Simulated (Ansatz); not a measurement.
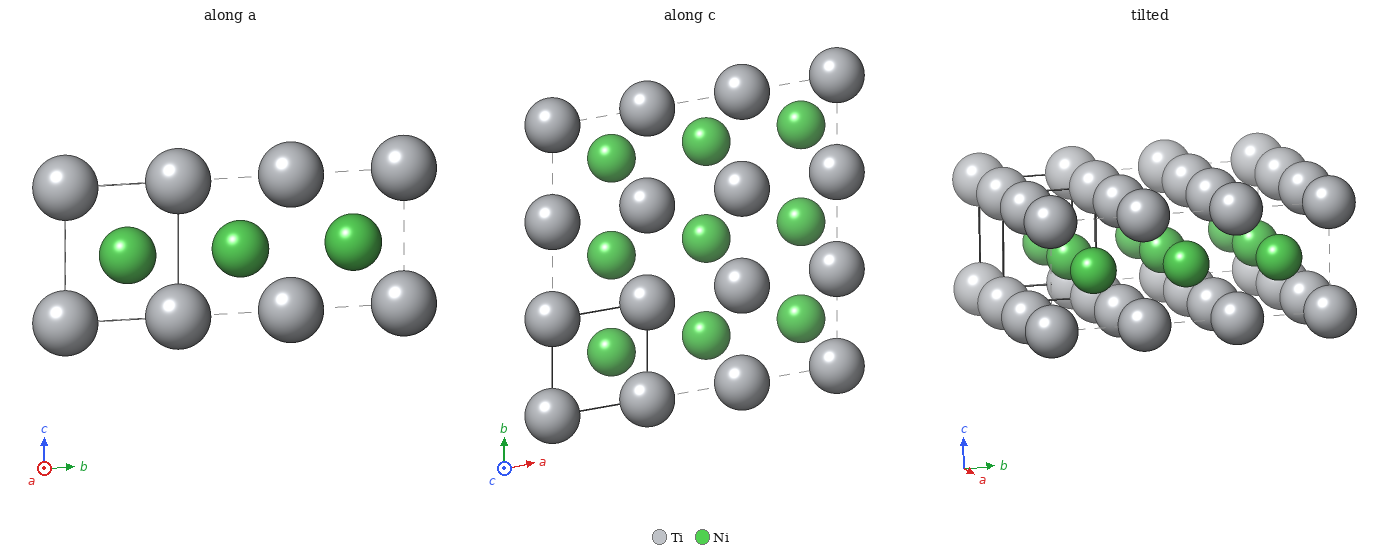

We look at a spheres-only model of the crystal along the a axis, along the c axis and slightly off an axis. One simulation cell is drawn solid; the view covers 3×3×1 cells.

Characterise what is shown.

The material is TiNi. The atoms as placed leave only P1. The atoms show no order inside the cell. One cell contains 1 Ti, 1 Ni, 2 atoms in all.

The picture shows a made-up disordered cell; the geometry isn't optimised. It was run through Ansatz as a DFT input.

At this level of theory the cell isn't at rest (forces up to 0.8 eV/Å), so its distances can differ from those at equilibrium, the more so the softer the solid.
